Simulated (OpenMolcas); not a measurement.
# MP2/ANO-RCC-VDZP (DKH2) run of CH2ClF (chlorofluoromethane)

What is the energy change on altering one bond length of CH2ClF (chlorofluoromethane) at MP2/ANO-RCC-VDZP (DKH2)? 

Program for the calculation: OpenMolcas 26.06.

### Step 1. Starting point

The species is CH2ClF (5 atoms), meant as a singlet with charge 0. As SMILES, `FCCl`. The shape is that of a PBE0-D4/def2-TZVP optimisation.

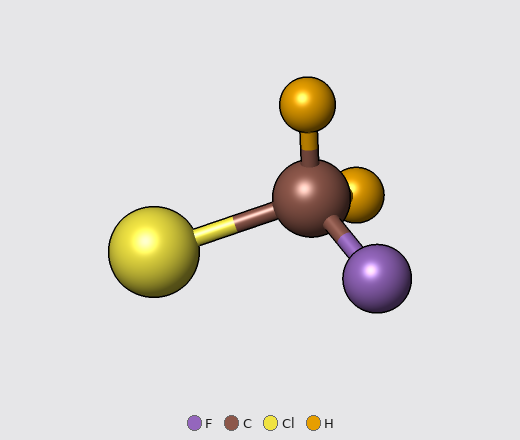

The structure, seen from a chosen angle (fluorine purple, carbon brown, chlorine yellow, hydrogen amber).

### Step 2. Energy and gradient at MP2/ANO-RCC-VDZP (DKH2)

job.input

```
* CH2ClF MP2

&GATEWAY
  Coord
  5
  bohr
  F     -1.83388472     1.05922929     1.44847507
  C      0.15790551     0.16879034     0.10973640
  Cl    -0.79929746    -2.32982444    -1.88606006
  H      1.57249780    -0.57183113     1.40894200
  H      0.90275996     1.67367374    -1.08107452
  Basis
  ANO-RCC-VDZP
  Group
  NoSym

&SEWARD

&SCF
  PrOrbitals
  1 1

&MBPT2
  Frozen
  7
  Grdt

&ALASKA
```

Run with:

```console
$ export MOLCAS_MEM=1860
$ pymolcas job.input > job.log
```

The program printed:

```text
--- Start Module: gateway ---
[...]
--- Stop Module: gateway /rc=_RC_ALL_IS_WELL_ ---
[...]
      Basis functions           56
[...]
       Convergence after  11 Iterations
[...]
::    Total SCF energy                               -599.5436335585
[...]
      Total spin, S                                     0.0000000000
[...]
      Total electronic charge=   34.000000
      Total            charge=   -0.000000
[...]
--- Start Module: mbpt2 ---
[...]
WARNING!
Default frozen orbitals as non valence orbitals is overwritten by user input.
Default values:   7
[...]
       Reference weight ( Cref**2 )         =        0.86658
::    Total MBPT2 energy                             -600.0191013248
[...]
      Dipole Moment (debye):
      Origin of the operator (angstrom)=   -0.4546   -0.4531   -0.2864
                   X=  1.8651E+00               Y=  5.7592E-01               Z=  1.7714E-02           Total=  1.9520E+00
      Quadrupole Moment (debye*angstrom):
[...]
      Total MBPT2 calculations                           0.66      0.98
--- Stop Module: mbpt2 /rc=_RC_ALL_IS_WELL_ ---
[...]
--- Start Module: alaska ---
[...]
 *              Molecular gradients               *
 **************************************************
  Irreducible representation: a
 ------------------------------------------------------------------------------------------
                              X                       Y                       Z
 ------------------------------------------------------------------------------------------
  F1                1.10350825059946E-02   -4.85919367844012E-03   -7.34970790480460E-03
  C2               -1.33507333125396E-02    1.00047013000282E-03    4.49097631025919E-03
  CL3               2.54007151899494E-03    5.13260736656740E-03    3.94555610546732E-03
  H4               -2.53907047372604E-04   -1.61271011780650E-04   -1.07064962989956E-03
  H5                2.94863349334928E-05   -1.11261280637542E-03   -1.61748810714180E-05
 ------------------------------------------------------------------------------------------
--- Stop Module: alaska /rc=_RC_ALL_IS_WELL_ ---
[...]
```

It took 20 s on 1 thread of Arm Neoverse V1, shared host; peak memory 0.39 GiB.

### Step 3. The distorted shape at the same level

job.inp

```
&GATEWAY
Coord
5
bohr
F     -3.95575803     2.17015392    -0.50032011
C     -1.96396779     1.27971497    -1.83905879
Cl    -2.92117077    -1.21889981    -3.83485524
H      1.57249780    -0.57183113     1.40894200
H     -1.21911335     2.78459837    -3.02986971
Basis=ANO-RCC-VDZP
Group=NoSym
&SEWARD
&SCF
PrOrbitals=1 1
&MBPT2
Frozen=7
Grdt
&ALASKA
```

Run with:

```console
$ export MOLCAS_MEM=1860
$ pymolcas job.inp > job.log
```

The program printed:

```text
--- Start Module: gateway ---
[...]
--- Stop Module: gateway /rc=_RC_ALL_IS_WELL_ ---
[...]
      Basis functions           56
[...]
       Convergence after  13 Iterations
[...]
::    Total SCF energy                               -599.2905394399
[...]
      Total spin, S                                     0.0000000000
[...]
      Total electronic charge=   34.000000
      Total            charge=   -0.000000
[...]
--- Start Module: mbpt2 ---
[...]
WARNING!
Default frozen orbitals as non valence orbitals is overwritten by user input.
Default values:   7
[...]
       Reference weight ( Cref**2 )         =        0.80301
::    Total MBPT2 energy                             -599.8188916633
[...]
      Dipole Moment (debye):
      Origin of the operator (angstrom)=   -1.5608    0.1260   -1.3023
                   X=  8.7810E-01               Y=  6.0614E-01               Z= -7.2488E-01           Total=  1.2899E+00
      Quadrupole Moment (debye*angstrom):
[...]
      Total MBPT2 calculations                           0.80      0.98
--- Stop Module: mbpt2 /rc=_RC_ALL_IS_WELL_ ---
[...]
--- Start Module: alaska ---
[...]
 *              Molecular gradients               *
 **************************************************
  Irreducible representation: a
 ------------------------------------------------------------------------------------------
                              X                       Y                       Z
 ------------------------------------------------------------------------------------------
  F1               -8.22974107828678E-03    4.51665354984332E-03   -5.01139541288964E-03
  C2                7.77189690404079E-03    1.16080753116710E-02    2.89761082289974E-03
  CL3              -5.34641581273299E-03   -2.20657115152889E-03   -9.35497726708157E-03
  H4                1.86952507667353E-02   -1.10073905218264E-02    1.72858453863797E-02
  H5               -1.28909907797152E-02   -2.91076718809391E-03   -5.81708352929455E-03
 ------------------------------------------------------------------------------------------
--- Stop Module: alaska /rc=_RC_ALL_IS_WELL_ ---
[...]
```

It took 19 s on 1 thread of Arm Neoverse V1, shared host; peak memory 0.39 GiB.

### Step 4. What came out

At MP2/ANO-RCC-VDZP (DKH2), 7 core orbitals frozen:

```
                                                         quantity          value
                                        first shape: total energy  -600.01910 Eh
                  first shape: dipole moment (mean-field density)         2.13 D
                 first shape: HOMO energy (Hartree–Fock orbitals)      -12.41 eV
                 first shape: LUMO energy (Hartree–Fock orbitals)        2.27 eV
               first shape: HOMO–LUMO gap (Hartree–Fock orbitals)       14.69 eV
         first shape: correlation energy (7 core orbitals frozen)     -475.5 mEh
                            first shape: largest force on an atom     0.726 eV/Å
                                    distorted shape: total energy  -599.81889 Eh
              distorted shape: dipole moment (mean-field density)         2.16 D
             distorted shape: HOMO energy (Hartree–Fock orbitals)       -9.02 eV
             distorted shape: LUMO energy (Hartree–Fock orbitals)       -1.66 eV
           distorted shape: HOMO–LUMO gap (Hartree–Fock orbitals)        7.36 eV
     distorted shape: correlation energy (7 core orbitals frozen)     -528.4 mEh
                        distorted shape: largest force on an atom     1.426 eV/Å
energy change with the C2–H4 bond stretched from 1.089 to 2.723 Å       5.448 eV
```

In words: One bond (distorted shape) is far stretched, which a spin-restricted single reference describes badly; perturbation theory on it can break down and give far too much correlation. With the C2–H4 bond stretched from 1.089 to 2.723 Å the energy rises by 5.45 eV (526 kJ/mol). The first shape isn't relaxed at this level, so the change isn't measured from a minimum. A restricted reference can't describe the breaking bond well at this length. The largest force (first shape) is 0.73 eV/Å: the shape isn't a stationary point for this species at this level. Mulliken charges (first shape) of the mean-field density run from -0.31 on F1 to +0.57 on C2. Mulliken charges (distorted shape) of the mean-field density run from -0.23 on F1 to +0.40 on C2; they depend strongly on the basis.
